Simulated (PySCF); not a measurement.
# One shape, several levels: C3H6 (propene)

Wanted: a comparison of 6 runs (HF/STO-3G, HF/def2-SVP, B2PLYP/def2-SVP, PBE0/def2-SVP, TPSS/def2-SVP, PBE/def2-TZVP) of C3H6 (propene). 

The calculation is run with PySCF 2.14.0.

### 1 The system as given

C3H6: 9 atoms, total charge 0, spin state singlet. As SMILES, `C=CC`. The coordinates come from a PBE0-D4/def2-TZVP relaxation.

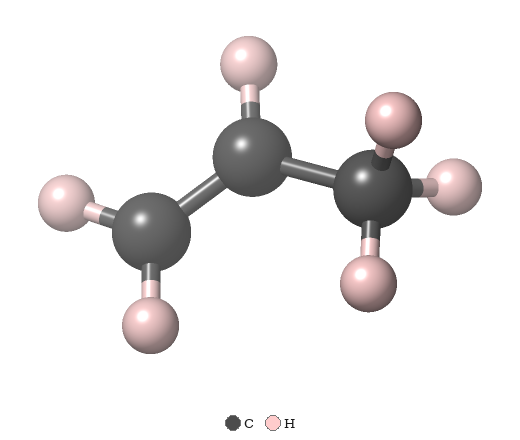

Viewed from a chosen angle; carbon dark grey, hydrogen pink.

### 2 Energy and forces at HF/STO-3G (run 1)

The input, calc.py:

```python
# C=CC
from pyscf import gto, scf

mol = gto.Mole()
mol.atom = '''
C     -2.134257     1.047097    -1.096419
C      0.297821     0.503234    -0.845463
C      1.407657    -1.027255     1.240416
H     -3.523961     0.383047     0.259648
H     -2.826085     2.172807    -2.661112
H      1.619495     1.212259    -2.253120
H      2.384078    -2.693427     0.499455
H      2.816448     0.063117     2.291860
H     -0.041385    -1.661258     2.564925
'''
mol.spin = 0
mol.verbose = 4
mol.max_memory = 1860
mol.basis = 'sto-3g'
mol.unit = 'bohr'
mol.build()

hf = scf.RHF(mol)
hf.conv_tol = 1e-10
hf.kernel()
if not hf.converged:
    hf = hf.newton().run(hf.mo_coeff, hf.mo_occ)

e_tot = hf.e_tot
print('Final energy', e_tot)
grad = hf.nuc_grad_method().kernel()
hf.analyze()
```

Started as:

```bash
$ OMP_NUM_THREADS=1 python calc.py
```

Standard output:

```text
PySCF version 2.14.0

[... 61 lines left out ...]
converged SCF energy = -115.658968655627
[... 15 lines left out ...]
One-electron Energy =                 -296.112126125955626
[... 5 lines left out ...]
MO #1   energy= -11.0439975997198  occ= 2
[... 3 lines left out ...]
MO #5   energy= -0.887699017411311 occ= 2
[... 3 lines left out ...]
MO #9   energy= -0.535877693736529 occ= 2
[... 3 lines left out ...]
MO #13  energy= 0.323932956597366  occ= 0
[... 3 lines left out ...]
MO #17  energy= 0.717116048674069  occ= 0
[... 3 lines left out ...]
MO #21  energy= 1.03839947724505   occ= 0
[... 33 lines left out ...]
Dipole moment(X, Y, Z, Debye):  0.22282, -0.09403,  0.09102
```

It took 2.9 s on 1 thread of Intel Xeon at 2.50GHz (Skylake/Cascade Lake), shared host; peak memory 0.12 GiB.

### 3 Energy and forces at HF/def2-SVP (run 2)

The input, run.py:

```python
from pyscf import gto, scf

mol = gto.Mole()
mol.atom = '''
C   -1.129400   0.554100  -0.580200
C    0.157600   0.266300  -0.447400
C    0.744900  -0.543600   0.656400
H   -1.864800   0.202700   0.137400
H   -1.495500   1.149800  -1.408200
H    0.857000   0.641500  -1.192300
H    1.261600  -1.425300   0.264300
H    1.490400   0.033400   1.212800
H   -0.021900  -0.879100   1.357300
'''
mol.verbose = 3
mol.charge = 0
mol.spin = 0
mol.basis = 'def2-svp'
mol.max_memory = 1860
mol.build()

hf = scf.RHF(mol)
hf.conv_tol = 1e-10
hf.kernel()
if not hf.converged:
    hf = hf.newton().run(hf.mo_coeff, hf.mo_occ)

e_final = hf.e_tot
print('E = %.10f Eh' % e_final)
grad = hf.nuc_grad_method().kernel()
hf.analyze()
```

Started as:

```bash
$ OMP_NUM_THREADS=1 python run.py
```

Standard output:

```text
converged SCF energy = -116.989931177288
[... 18 lines left out ...]
MO #9   energy= -0.567536144493343 occ= 2
[... 8 lines left out ...]
MO #18  energy= 0.277410060741243  occ= 0
[... 8 lines left out ...]
MO #27  energy= 0.748392901519306  occ= 0
[... 8 lines left out ...]
MO #36  energy= 0.964878976735531  occ= 0
[... 8 lines left out ...]
MO #45  energy= 1.8222930241036    occ= 0
[... 8 lines left out ...]
MO #54  energy= 2.19990042658534   occ= 0
[... 8 lines left out ...]
MO #63  energy= 2.79989274575275   occ= 0
[... 8 lines left out ...]
MO #72  energy= 3.68302284187237   occ= 0
[... 10 lines left out ...]
Dipole moment(X, Y, Z, Debye):  0.32219, -0.13616,  0.13190
```

It took 8.7 s on 1 thread of Intel Xeon at 2.50GHz (Skylake/Cascade Lake), shared host; peak memory 0.14 GiB.

Runs 3 to 5 aren't shown in full; the table further down has their settings and results.

### 4 Energy and gradient at PBE/def2-TZVP (run 6)

The input, calc.py:

```python
from pyscf import gto, dft

mol = gto.M(
    atom=[
    ('C', (-1.129400, 0.554100, -0.580200)),
    ('C', (0.157600, 0.266300, -0.447400)),
    ('C', (0.744900, -0.543600, 0.656400)),
    ('H', (-1.864800, 0.202700, 0.137400)),
    ('H', (-1.495500, 1.149800, -1.408200)),
    ('H', (0.857000, 0.641500, -1.192300)),
    ('H', (1.261600, -1.425300, 0.264300)),
    ('H', (1.490400, 0.033400, 1.212800)),
    ('H', (-0.021900, -0.879100, 1.357300)),
],
    charge=0,
    max_memory=1860,
    verbose=3,
    basis='def2-tzvp',
)

calc0 = dft.RKS(mol)
calc0.xc = 'pbe'
calc0.grids.level = 5
calc0.conv_tol = 1e-10
calc0.kernel()
if not calc0.converged:
    calc0 = calc0.newton().run(calc0.mo_coeff, calc0.mo_occ)

etot = calc0.e_tot
print('E = %.10f Eh' % etot)
grad = calc0.nuc_grad_method().kernel()
dip = calc0.dip_moment()
pop, q = calc0.mulliken_pop()
```

Started as:

```bash
$ OMP_NUM_THREADS=1 python calc.py
```

Standard output:

```text
converged SCF energy = -117.776427877507
[... 9 lines left out ...]
Dipole moment(X, Y, Z, Debye):  0.36673, -0.16378,  0.16366
[... 139 lines left out ...]
charge of    8H =      0.11150
```

It took 96 s on 1 thread of Intel Xeon at 2.50GHz (Skylake/Cascade Lake), shared host; peak memory 1.4 GiB.

### 5 Overview of the runs

```
run            level      task  frozen core orbitals  energy (Eh)  dipole moment (D)  HOMO energy (eV)  LUMO energy (eV)  wall time
  1        HF/STO-3G  gradient                     –  -115.658969               0.26             -8.40              8.81      2.9 s
  2      HF/def2-SVP  gradient                     –  -116.989931               0.37             -9.81              4.82      8.7 s
  3  B2PLYP/def2-SVP    energy                     3  -117.672772               0.39             -8.21              2.28       24 s
  4    PBE0/def2-SVP  gradient                     –  -117.668777               0.42             -7.31              0.71       36 s
  5    TPSS/def2-SVP  gradient                     –  -117.843287               0.40             -6.16             -0.16       56 s
  6    PBE/def2-TZVP  gradient                     –  -117.776428               0.43             -6.24             -0.60       96 s
```

### 6 Summary of results

| quantity | value |
| --- | --- |
| run 6: total energy | -117.77643 Eh |
| run 6: dipole moment | 0.43 D |
| run 6: HOMO energy | -6.24 eV |
| run 6: LUMO energy | -0.60 eV |
| run 6: HOMO–LUMO gap | 5.64 eV |
| run 6: largest force on an atom | 0.357 eV/Å |

In words: The dipole moment (its size) runs from 0.26 D (HF/STO-3G) to 0.43 D (PBE/def2-TZVP). The two ends differ in method and basis. The HOMO–LUMO gap runs from 5.64 eV (PBE/def2-TZVP) to 17.22 eV (HF/STO-3G). Totals of different functionals can't be ranked against each other. In run 1 the basis is minimal, so the values are rough. All runs together took 3.7 min, the longest 96 s.
